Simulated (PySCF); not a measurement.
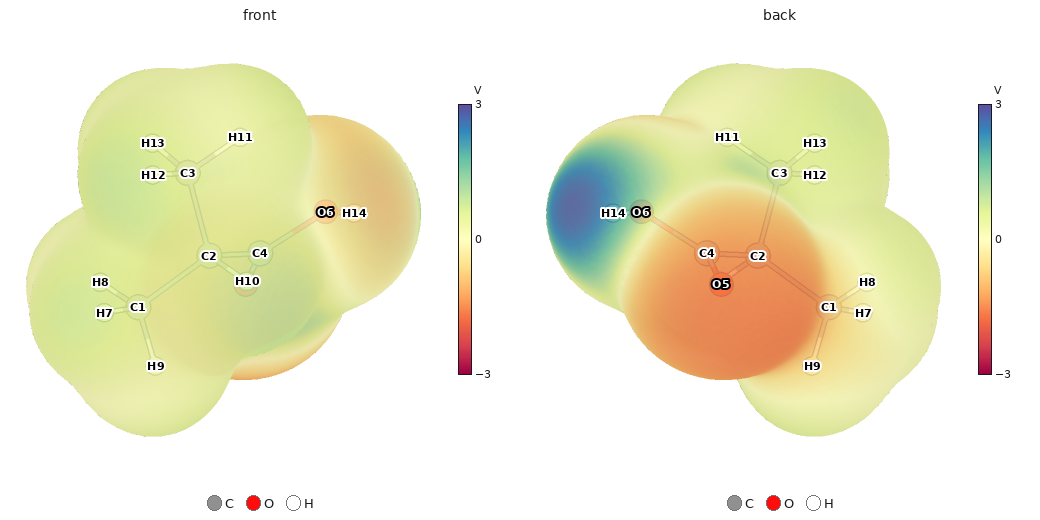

C₄H₈O₂ (isobutyric acid). The electrostatic potential painted on the density surface at 0.002 e/bohr³, seen from the front and from behind; red is negative and blue positive.

Geometry: PBE0-D3(BJ)/def2-SVP.

All numbers below come from PySCF, wB97X-D/def2-SVPD, SCF density, gas phase.

```yaml
atoms:
  - { symbol: C, position_ang: [-0.5284, 1.4524, 0.2488] }
  - { symbol: C, position_ang: [-0.2588, 0.1206, -0.4302] }
  - { symbol: C, position_ang: [-0.8820, -1.0609, 0.3152] }
  - { symbol: C, position_ang: [1.2265, -0.0911, -0.6209] }
  - { symbol: O, position_ang: [2.0971, 0.6463, -0.2394] }
  - { symbol: O, position_ang: [1.4923, -1.2257, -1.2866] }
  - { symbol: H, position_ang: [-1.6103, 1.6406, 0.3092] }
  - { symbol: H, position_ang: [-0.1183, 1.4579, 1.2700] }
  - { symbol: H, position_ang: [-0.0576, 2.2824, -0.2959] }
  - { symbol: H, position_ang: [-0.6837, 0.1322, -1.4507] }
  - { symbol: H, position_ang: [-0.7074, -2.0071, -0.2149] }
  - { symbol: H, position_ang: [-1.9677, -0.9154, 0.4161] }
  - { symbol: H, position_ang: [-0.4597, -1.1505, 1.3286] }
  - { symbol: H, position_ang: [2.4578, -1.2816, -1.3542] }
```

Question: Describe the electrostatic potential map.

Answer: The most negative region (about −1.7 V, or −39 kcal/mol for a unit charge) lies over O5, the most positive (about +2.7 V, or +62 kcal/mol for a unit charge) over H14. O5 is the likeliest acceptor of a hydrogen bond.

Question: How polar is the molecule by this calculation?

Answer: Its dipole moment is 1.80 D.
